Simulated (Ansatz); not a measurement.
# NaCaF3 (built on the sites of a database entry of CsCaF3): phonons and vibrational spectra

How does NaCaF3 (built on the sites of a database entry of CsCaF3) vibrate, and is this structure a minimum?

Calculated with Ansatz 0.2.0; DFT PBE+D3(BJ), scalar-relativistic, plane waves, PAW.

The structure was built from a prototype and need not be the compound's stable phase.

**1. Starting point**

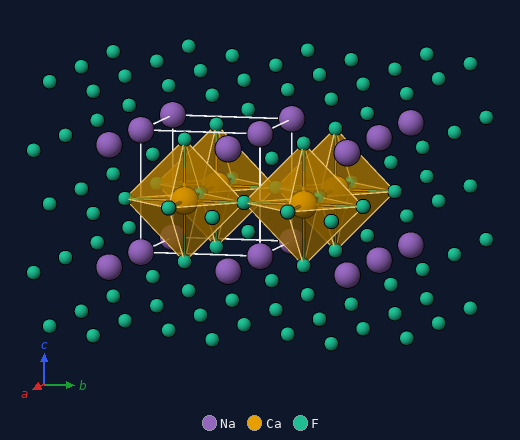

The cell as given, slightly off an axis (sodium purple, calcium orange, fluorine teal). 2×2×1 cells are drawn. Some periodic images of atoms are drawn too.

**2. Rough relaxation**

The start is far from rest, so a relaxation with loose tolerances brings it close first.

Input file input.yaml:

```yaml
crystal:
  lattice:
    - [3.788, 0.0, 0.0]
    - [0.0, 3.788, 0.0]
    - [0.0, 0.0, 3.788]
  atoms:
    - { symbol: Na, position: [0.0, 0.0, 0.0] }
    - { symbol: Ca, position: [0.5, 0.5, 0.5] }
    - { symbol: F, position: [0.0, 0.5, 0.5] }
    - { symbol: F, position: [0.5, 0.0, 0.5] }
    - { symbol: F, position: [0.5, 0.5, 0.0] }
kpoints:
  mp_grid: { grid: [6, 6, 6] }
hamiltonian:
  xc: pbe
  dispersion: d3bj
scf:
  occupations: { method: gaussian, width: 0.1 }
output:
  forces: true
  stress: true
  eigenvalues: true
relax:
  adjacent_minimum: "off"
  f_tol: 0.05
  max_steps: 80
  cell: { stress_tol: 0.5 }
```

Launch:

```sh
$ ansatz run input.yaml --threads 4 --pin off --max-ram 7168MiB --backend cpu --events-out ev --progress --plain --runs-dir out
```

Numbers of over 12 decimals in the logs are rounded to 6 here.

What it wrote:

```text
The last accepted step is kept in <dir> (removed where the run ends without a failure and the disk answers)
Engine: ansatz 0.2.0, aarch64-unknown-linux-gnu
Pseudopotentials: kind: paw
Pseudopotential: Na, paw, valence charge 9, recommended cutoff 420 eV (normal), Na.paw.azcp
Pseudopotential: Ca, paw, valence charge 10, recommended cutoff 420 eV (normal), Ca.paw.azcp
[...]
F+E_penalty+E_count = -5736.96324916 eV   max|allowed force component| = 1.883e-29 eV/Å   (the final SCF, on the basis selected at the relaxed cell)
  cell:  # Å, volume = 84.7660 Å³
    - [4.392792, 0, 0]
    - [0, 4.392792, 0]
    - [0, 0, 4.392792]
  atoms:
    - { symbol: Na, position: [0, 0, 0] }
    - { symbol: Ca, position: [0.5, 0.5, 0.5] }
    - { symbol: F, position: [0, 0.5, 0.5] }
    - { symbol: F, position: [0.5, 0, 0.5] }
    - { symbol: F, position: [0.5, 0.5, 0] }
[key lines of the parts left out:]
SCF converged after 5 iterations
Free energy (F): -5736.963249 eV
Fermi energy:    2.978183 eV
P = ⅓ Tr σ = 0.1816 GPa (1.816 kbar)
```

Wall time 13 s (4 threads of Arm Neoverse N1, shared host); peak memory 0.36 GiB.

The steps of the relaxation:

```csv
step,energy less that of the first step (eV),largest force component (eV/Å),pressure (GPa),volume (Å³)
1,0.0000,0.0000,62.66,54.35
2,-2.2763,0.0000,28.83,62.70
3,-3.2027,0.0000,5.28,72.09
4,-3.2320,0.0000,-1.70,75.64
5,-3.2390,0.0000,0.00,74.74
6*,-3.7347,0.0000,8.84,74.74
7,-3.9006,0.0000,3.91,79.45
8,-3.9313,0.0000,0.39,83.63
9*,-3.9838,0.0000,0.91,83.63
10,-3.9842,0.0000,0.16,84.77
11*,-3.9877,0.0000,0.18,84.77
```

Relaxation steps marked * repeat the geometry before them on a plane-wave basis chosen anew for their cell, so energy and pressure can jump there.

Forces are held to the 48 operations that the run works with; a distortion that breaks them can't arise in this run.

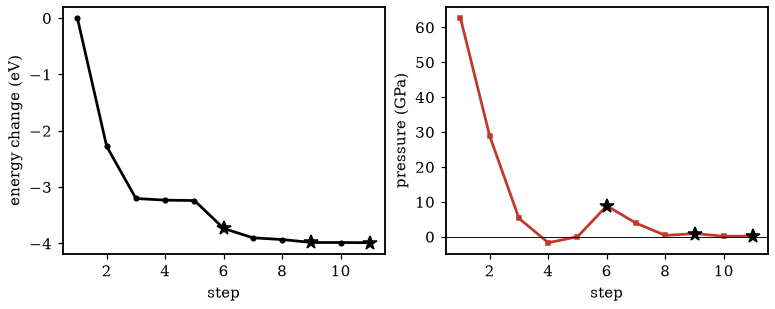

Energy and pressure along the relaxation. Stars mark steps on a basis chosen anew.

```csv
cell as run,before,after,change
a (Å),3.788,4.393,+16.0 %
b (Å),3.788,4.393,+16.0 %
c (Å),3.788,4.393,+16.0 %
volume (Å³/atom),10.87,16.95,+56.0 %
```

Final coordinates:

```xyz
5
Lattice="4.3928 0.0000 0.0000 0.0000 4.3928 0.0000 0.0000 0.0000 4.3928" Properties=species:S:1:pos:R:3 pbc="T T T"
Na    0.0000    0.0000    0.0000
Ca    2.1964    2.1964    2.1964
F     0.0000    2.1964    2.1964
F     2.1964    0.0000    2.1964
F     2.1964    2.1964    0.0000
```

Numbers from this step:

| Property | Result |
| --- | --- |
| pressure | 0.1816 GPa |
| gap on the k-mesh | 5.078 eV |
| volume per atom | 16.95 Å³ |
| direct gap on mesh | 5.236 eV |

In this step the volume went from 10.87 to 16.95 Å³/atom.

**3. Relaxation**

The cell and atoms are relaxed, since residual forces and stress would shift the frequencies.

input.yaml, the sections that differ from step 2:

```yaml
crystal:
  lattice:
    - [4.3927916309, 0.0, 0.0]
    - [0.0, 4.3927916309, 0.0]
    - [0.0, 0.0, 4.3927916309]
  atoms:
    - { symbol: Na, position: [0.0, 0.0, 0.0] }
    - { symbol: Ca, position: [0.5, 0.5, 0.5] }
    - { symbol: F, position: [0.0, 0.5, 0.5] }
    - { symbol: F, position: [0.5, 0.0, 0.5] }
    - { symbol: F, position: [0.5, 0.5, 0.0] }
scf:
  occupations: { method: gaussian, width: 0.02 }
relax:
  adjacent_minimum: "off"
  f_tol: 0.005
  max_steps: 80
  cell: { stress_tol: 0.05 }
# kpoints, hamiltonian, output: as in step 2
```

What it wrote:

```text
[...]
Crystal: 5 atoms, lattice volume = 84.766 Å³
Basis set: ecut = 420 eV, 1647 PW (Γ), exchange–correlation on 60×60×60 points (8 copies of the dense FFT grid, shifted against one another)
Bands: 25, of which v1, the nominal top of the filled ones, is band 20 counted from 1 (19 counted from 0)
Symmetry: 48 space group operations
[...]
k-points: 20 of 216
[...]
--- Relaxed structure (3 steps of the walk, 3 accepted, 2 SCFs on fresh bases) ---
[...]
cell:  # Å, volume = 85.0553 Å³
    - [4.397783, 0, 0]
    - [0, 4.397783, 0.0]
    - [0, 0.0, 4.397783]
  atoms:
    - { symbol: Na, position: [0, 0, 0] }
    - { symbol: Ca, position: [0.5, 0.5, 0.5] }
    - { symbol: F, position: [0, 0.5, 0.5] }
    - { symbol: F, position: [0.5, 0, 0.5] }
    - { symbol: F, position: [0.5, 0.5, 0] }
[key lines of the parts left out:]
SCF converged after 6 iterations
Free energy (F): -5736.963345 eV
Fermi energy:    2.949848 eV
P = ⅓ Tr σ = 0.0056 GPa (0.056 kbar)
```

Run time: 6.9 s. Hardware: 4 threads; peak memory 0.38 GiB.

Relaxation path:

```csv
step,energy less that of the first step (eV),largest force component (eV/Å),pressure (GPa),volume (Å³)
1,0.0000,0.0000,0.18,84.77
2,0.0004,0.0000,0.04,84.97
3*,-0.0001,0.0000,0.05,84.97
4,0.0001,0.0000,0.00,85.06
5*,-0.0001,0.0000,0.01,85.06
```

Relaxation steps marked * repeat the geometry before them on a plane-wave basis chosen anew for their cell, so energy and pressure can jump there.

The run keeps the 48 symmetry operations that it works with, so distortions that break them were not tested.

```csv
"conventional cell, symmetrised",before,after,change
a (Å),4.393,4.398,+0.1 %
b (Å),4.393,4.398,+0.1 %
c (Å),4.393,4.398,+0.1 %
volume (Å³/atom),16.95,17.01,+0.3 %
```

The relaxed structure:

```xyz
5
Lattice="4.3978 0.0000 0.0000 0.0000 4.3978 0.0000 0.0000 0.0000 4.3978" Properties=species:S:1:pos:R:3 pbc="T T T"
Na    0.0000    0.0000    0.0000
Ca    2.1989    2.1989    2.1989
F     0.0000    2.1989    2.1989
F     2.1989    0.0000    2.1989
F     2.1989    2.1989    0.0000
```

Numbers from this step:

| Property | Result |
| --- | --- |
| pressure | 0.005615 GPa |
| gap on the k-mesh | 5.068 eV |
| volume per atom | 17.01 Å³ |
| direct gap on mesh | 5.229 eV |

In this step the volume went from 16.95 to 17.01 Å³/atom.

**4. Relaxing to small forces for the phonons**

Phonons need a cell at rest on their own settings, so the relaxation is repeated with tight tolerances on forces and stress, using the mesh and the filling of the phonon run that follows.

input.yaml, the sections that differ from step 3:

```yaml
crystal:
  lattice:
    - [4.3977833632, 0.0, 0.0]
    - [0.0, 4.3977833632, 0.0]
    - [0.0, 0.0, 4.3977833632]
  atoms:
    - { symbol: Na, position: [0.0, 0.0, 0.0] }
    - { symbol: Ca, position: [0.5, 0.5, 0.5] }
    - { symbol: F, position: [0.0, 0.5, 0.5] }
    - { symbol: F, position: [0.5, 0.0, 0.5] }
    - { symbol: F, position: [0.5, 0.5, 0.0] }
scf:
  occupations: { method: fixed }
relax:
  adjacent_minimum: "off"
  f_tol: 0.001
  max_steps: 60
  cell: { stress_tol: 0.01 }
# kpoints, hamiltonian, output: as in step 3
```

What it wrote:

```text
[...]
Crystal: 5 atoms, lattice volume = 85.055 Å³
Basis set: ecut = 420 eV, 1743 PW (Γ), exchange–correlation on 60×60×60 points (8 copies of the dense FFT grid, shifted against one another)
Bands: 25, of which v1, the nominal top of the filled ones, is band 20 counted from 1 (19 counted from 0)
Symmetry: 48 space group operations
[...]
k-points: 20 of 216
[...]
cell:  # Å, volume = 85.0553 Å³
    - [4.3977833632, 0.0, 0.0]
    - [0.0, 4.3977833632, 0.0]
    - [0.0, 0.0, 4.3977833632]
  atoms:
    - { symbol: Na, position: [0.0, 0.0, 0.0] }
    - { symbol: Ca, position: [0.500000, 0.500000, 0.500000] }
    - { symbol: F, position: [0.0, 0.500000, 0.500000] }
    - { symbol: F, position: [0.500000, 0.0, 0.500000] }
    - { symbol: F, position: [0.500000, 0.500000, 0.0] }
[key lines of the parts left out:]
SCF converged after 10 iterations
Free energy (F): -5736.963345 eV
Fermi energy:    0.415840 eV
P = ⅓ Tr σ = 0.0056 GPa (0.056 kbar)
```

Wall time 5.3 s (4 threads); peak memory 0.37 GiB; 12 s of CPU time.

Little changed from the start: no atom moved by 0.005 Å and no cell edge by 0.1 %.

The forces vanish by symmetry and the pressure is 0.006 GPa, within the tolerances set. The cell now holds 17.01 Å³/atom.

**5. Zone-centre response**

The zone centre comes first: it holds the modes that light can see, as far as symmetry allows. The response to a homogeneous field gives the Born charges and the dielectric tensor, and its change with displacement the Raman tensors.

Edit input.yaml of step 4 so:

```diff
@@ -19,9 +19,7 @@
 output:
-  forces: true
-  stress: true
   eigenvalues: true
-relax:
-  adjacent_minimum: "off"
-  f_tol: 0.001
-  max_steps: 60
-  cell: { stress_tol: 0.01 }
+phonons:
+  method: dfpt
+  dielectric: true
+  rigid_motions: translations
+  raman: true
```

What it wrote:

```text
[...]
Crystal: 5 atoms, lattice volume = 85.055 Å³
Basis set: ecut = 420 eV, 1743 PW (Γ), exchange–correlation on 60×60×60 points (8 copies of the dense FFT grid, shifted against one another)
Bands: 25, of which v1, the nominal top of the filled ones, is band 20 counted from 1 (19 counted from 0)
Symmetry: 48 space group operations
k-points: 80 of 216 (irreducible under 2 space group operations, time reversal used)
[...]
SCF iter   1: F=—  HF=-5736.962900 eV  |F-HF|=—  |Δ(HF+E_count)|=         —  Δρ=6.22e-4  dr2=2.10e-4  ethr=1.77e-3  ⟨swp⟩=4.9  Hψ=8786  notcnv=0  defer=184
[...]
SCF iter   8: F=-5736.963345 eV  HF=-5736.963345 eV  |F-HF|=2.73e-12  |Δ(HF+E_count)|=  3.44e-10  Δρ=1.04e-7  dr2=6.08e-12  ethr=1.00e-12  ⟨swp⟩=11.3  Hψ=12912  notcnv=0
SCF 1 converged in 8 iterations: F = -5736.963345 eV  dr2 = 6.08e-12
[...]
DFPT response loops at Γ: preconditioner auto → none (the input reference at scf.mixing.eps_inf says where Resta's filter doesn't serve); β = 0.50; Broyden in place of MSR1
── the response to a field inside a basis, on 6×6×6 k-points: an SCF that follows is theirs, and a resumed run solves both again ──
Bands: 21, of which v1, the nominal top of the filled ones, is band 20 counted from 1 (19 counted from 0)
k-points: 10 of 216
[...]
Eigensolver: Dense (10 Hₖ)
SCF iter   1: F=—  HF=-5736.957005 eV  |F-HF|=—  |Δ(HF+E_count)|=         —  Δρ=4.93e-4  dr2=4.21e-5  ethr=1.00e-1
[...]
SCF iter   6: F=-5736.956998 eV  HF=-5736.956998 eV  |F-HF|=1.55e-11  |Δ(HF+E_count)|=  4.03e-10  Δρ=2.12e-7  dr2=5.03e-11  ethr=2.62e-12
SCF 1 converged in 6 iterations: F = -5736.956998 eV  dr2 = 5.03e-11
[...]
SCF converged after 8 iterations
Free energy (F): -5736.963345 eV
[...]
Internal energy: -5736.963345 eV  (E = F + TS)
E sigma→0 (E₀):  -5736.963345 eV
Fermi energy:    0.415841 eV
[...]
--- Band table (eV; the first three rows and the last of 80) ---
  k-point 0: bands = [... 16 lower, 0.0104, 0.2549, 0.2549, 0.2549, 5.4838, 9.8434, 9.8434, 9.8434, ... 1 higher]
  k-point 1: bands = [... 16 lower, -0.0185, -0.0162, 0.2359, 0.2359, 5.8187, 9.8764, 9.9494, 9.9494, ... 1 higher]
  k-point 2: bands = [... 16 lower, -0.1566, -0.0698, 0.2123, 0.2123, 6.6790, 9.5100, 9.9447, 10.1485, ... 1 higher]
  k-point 79: bands = [... 16 lower, -0.9526, 0.4158, 0.4158, 0.4158, 8.8297, 10.3561, 10.3561, 10.3561, ... 1 higher]
--- Phonons (Γ-DFPT): 4 representative perturbations + reference, on 80 of 216 k-points (Σ response iterations 15) ---
  k mesh reduced under 2 symmetry operations, with k and −k counted as one. Each operation leaves every solved perturbation unchanged. A smaller set is not considered because the run solves the response to a homogeneous field
  ASR residual: 3.756e-3 → 0.000e0 eV/Å²; symmetrization residual: 5.301e-6 eV/Å²
  pairwise dispersion correction: d3bj (s6 = 1.0, s8 = 0.7875, a1 = 0.4289, a2_bohr = 4.4407), with the weights of each atom's references fixed at the reference crystal's, and the forces and stress that the weights' published response gives there kept as a pressure on the atom's counted neighbours (hamiltonian.dispersion)
  ASR residual per site (eV/Å²): 1.36e-3 1.89e-3 3.76e-3 3.76e-3 3.76e-3
  Γ frequencies (cm⁻¹): -124.58 -124.58 -124.58 -67.91 -67.91 -67.91 0.00 0.00 0.00 182.66 182.66 182.66 448.30 448.30 448.30
  ε∞ (high-frequency dielectric tensor):
        1.955781    -0.000000     0.000000
       -0.000000     1.955781    -0.000000
        0.000000     0.000000     1.955781
  softest optical mode at Γ: -124.58 cm⁻¹; the repairs (sum rule, projections) moved no ω² at Γ by more than (7.41 cm⁻¹)²
  Born effective charges Z* (e; rows j = field, columns β = displacement):
    site 0:
         1.17069   -0.00000    0.00000
        -0.00000    1.17069    0.00000
         0.00000   -0.00000    1.17069
    site 1:
         2.27367    0.00000   -0.00000
         0.00000    2.27367    0.00000
         0.00000    0.00000    2.27367
    site 2:
        -1.70772    0.00000    0.00000
        -0.00000   -0.86832    0.00000
         0.00000    0.00000   -0.86832
    site 3:
        -0.86832    0.00000    0.00000
        -0.00000   -1.70772   -0.00000
         0.00000    0.00000   -0.86832
    site 4:
        -0.86832   -0.00000    0.00000
         0.00000   -0.86832   -0.00000
         0.00000    0.00000   -1.70772
  Z* charge neutrality: 1.547e-5 e pre-enforcement
  k-mesh period / interband length: 26.4 Å / 0.99 Å = 26.75 at k = (0.0000, 0.0000, 0.0000), direct gap 5.229 eV — 14 or more, which is no proof of convergence
  Raman tensors (in the event stream and the table raman_tensors.tsv): an entry may err by 4.1e-4 Å², one of the second-order susceptibility by 2.6e-20 pm/V (basis, points and sum rule); their sum over the sites missed zero by 5.876e-21 Å² ahead of its enforcement
  optical modes at Γ without the LO–TO term, one row a degenerate level:
      ω (cm⁻¹)  modes    IR ((D/Å)²/amu)  static Raman (Å⁴/amu)  depolarisation
       -124.58      3             9.9042                 0.0000               —
        -67.91      3             0.0000                 0.0000               —
        182.66      3             2.1092                 0.0000               —
        448.30      3            17.1581                 0.0000               —
  optical modes at Γ + LO–TO along q̂ = [1.0000, 0.0000, 0.0000]:
      ω (cm⁻¹)  modes    IR ((D/Å)²/amu)  static Raman (Å⁴/amu)  depolarisation
       -124.58      2             6.6028                 0.0000               —
        -67.91      3             0.0000                 0.0000               —
         93.32      1             0.8772                 0.0000               —
        182.66      2             1.4061                 0.0000               —
        212.25      1             0.9679                 0.0000               —
        448.30      2            11.4388                 0.0000               —
        538.27      1             7.8787                 0.0000               —
  optical modes at Γ + LO–TO along q̂ = [0.0000, 1.0000, 0.0000]:
      ω (cm⁻¹)  modes    IR ((D/Å)²/amu)  static Raman (Å⁴/amu)  depolarisation
       -124.58      2             6.6028                 0.0000               —
        -67.91      3             0.0000                 0.0000               —
         93.32      1             0.8772                 0.0000               —
        182.66      2             1.4061                 0.0000               —
        212.25      1             0.9679                 0.0000               —
        448.30      2            11.4388                 0.0000               —
        538.27      1             7.8787                 0.0000               —
  optical modes at Γ + LO–TO along q̂ = [0.0000, 0.0000, 1.0000]:
      ω (cm⁻¹)  modes    IR ((D/Å)²/amu)  static Raman (Å⁴/amu)  depolarisation
       -124.58      2             6.6028                 0.0000               —
        -67.91      3             0.0000                 0.0000               —
         93.32      1             0.8772                 0.0000               —
        182.66      2             1.4061                 0.0000               —
        212.25      1             0.9679                 0.0000               —
        448.30      2            11.4388                 0.0000               —
        538.27      1             7.8787                 0.0000               —
```

Wall time 3.8 min (4 threads); peak memory 1 GiB; 9.9 min of CPU time.

The column dr2 measures how far the density is from self-consistency, as an energy; F and HF (Harris–Foulkes) agree once it is small.

Numbers from this step:

| Property | Result |
| --- | --- |
| sum-rule residual before enforcement | 0.003756 eV/Å² |
| miss of the charge sum rule | 1.55e-5 e |
| point group | m-3m |
| highest optical mode at the zone centre (no LO-TO term) | 448.3 cm⁻¹ |
| lowest optical zone-centre mode | -124.6 cm⁻¹ |
| mean high-frequency dielectric constant | 1.956 |
| largest Born charge (third of the trace) | 2.274 e |
| top of the zone-centre spectrum with the field | 538.3 cm⁻¹ |

Without the LO-TO term. Patterns of degenerate modes are one choice out of their space. Modes at Γ, with each element's share of the kinetic energy (negative means imaginary):

```csv
mode,frequency (cm⁻¹),symmetry,Na %,Ca %,F %
1,-124.6,T1u,66,0,34
2,-124.6,T1u,66,0,34
3,-124.6,T1u,66,0,34
4,-67.9,T2u,0,0,100
5,-67.9,T2u,0,0,100
6,-67.9,T2u,0,0,100
7,0.0,acoustic,19,33,47
8,0.0,acoustic,19,33,47
9,0.0,acoustic,19,33,47
10,182.7,T1u,15,41,45
11,182.7,T1u,15,41,45
12,182.7,T1u,15,41,45
13,448.3,T1u,0,26,74
14,448.3,T1u,0,26,74
15,448.3,T1u,0,26,74
```

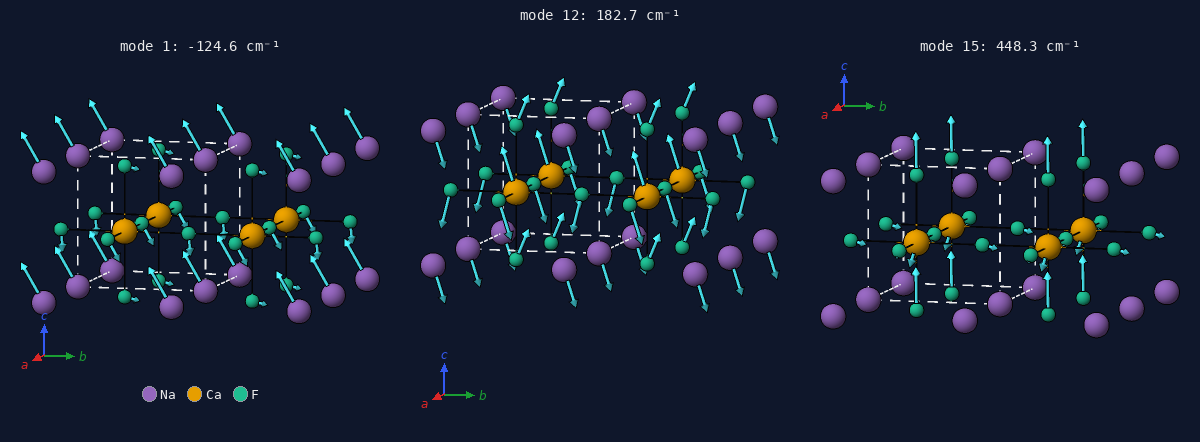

Displacement patterns of modes 1, 12 and 15 at Γ; arrows are exaggerated. 2×2×1 cells are drawn. Some periodic images of atoms are drawn too.

Optical modes at the zone centre, without and with the macroscopic field of the longitudinal modes; each column is sorted by frequency, so a row need not hold one and the same mode. Modes with and without the field, by row:

```csv
rank among optical modes,no field (cm⁻¹),"q along (1, 0, 0) (cm⁻¹)"
1,-124.6,-124.6
2,-124.6,-124.6
3,-124.6,-67.9
4,-67.9,-67.9
5,-67.9,-67.9
6,-67.9,93.3
7,182.7,182.7
8,182.7,182.7
9,182.7,212.2
10,448.3,448.3
11,448.3,448.3
12,448.3,538.3
```

Born charge (rows field, columns displacement) (e), principal values of the symmetric part by kind of site:

```csv
atom,atoms with these values,low,middle,high,mean
Na1,1,1.17,1.17,1.17,1.17
Ca2,1,2.27,2.27,2.27,2.27
F3,3,-1.71,-0.87,-0.87,-1.15
```

In full for Na1:

```
1.17 0.00 0.00
0.00 1.17 0.00
0.00 0.00 1.17
```

High-frequency dielectric tensor:

```
1.96 0.00 0.00
0.00 1.96 0.00
0.00 0.00 1.96
```

Transverse modes; imaginary modes are left out. Lines of the infrared spectrum (strongest = 100):

```csv
position (cm⁻¹),label,relative intensity
183,T1u,12
448,T1u,100
```

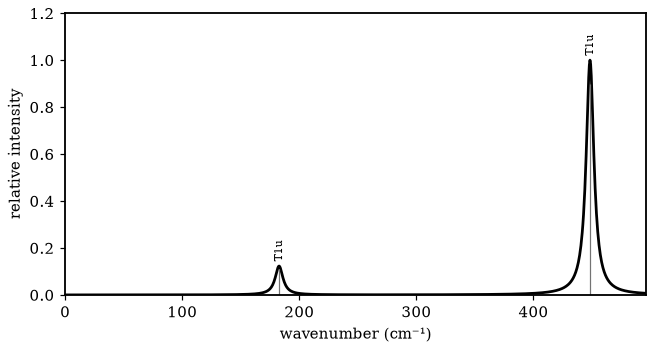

The infrared spectrum, broadened with Lorentzians of width 8 cm⁻¹; bars mark the lines.

Before it was imposed, the acoustic sum rule was missed by 0.0038 eV/Å² and the charge sum rule by 1.5e-5 e. Small misses are needed for a sound result but don't prove that mesh and cutoff are converged. The lowest optical mode is imaginary, 124.6i cm⁻¹, so the energy falls along it.

(Continued in part 2 of 2.)

[Logs are printed without paths, hosts, clocks, repeated set-up lines and the standing remarks that a program may print on its own settings, such as how far it seeks lower states.]

[Hosts, paths, dates, database ids (printed as entryN), source tags and the programs' standing remarks are cut or masked in the printed files.]
